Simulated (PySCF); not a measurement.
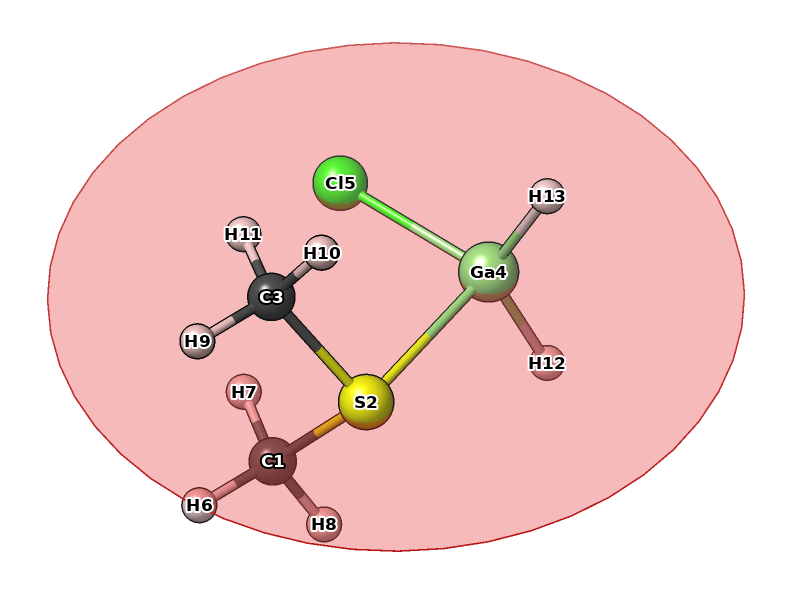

A disc through the centre of mass is drawn in. Depth is shown by fading: the farther an atom, the more it takes the colour of the background. The computed structure is the end point of a PBE0-D3(BJ)/def2-SVP optimisation. No frequency run is at hand to confirm it as a minimum.

### Is the plane of the disc a mirror plane of the structure?

Yes. The reflection leaves S2, Ga4, Cl5 in place and moves C1 ↔ C3; H6 ↔ H9; H7 ↔ H11; H8 ↔ H10; H12 ↔ H13. The point group is Cs.
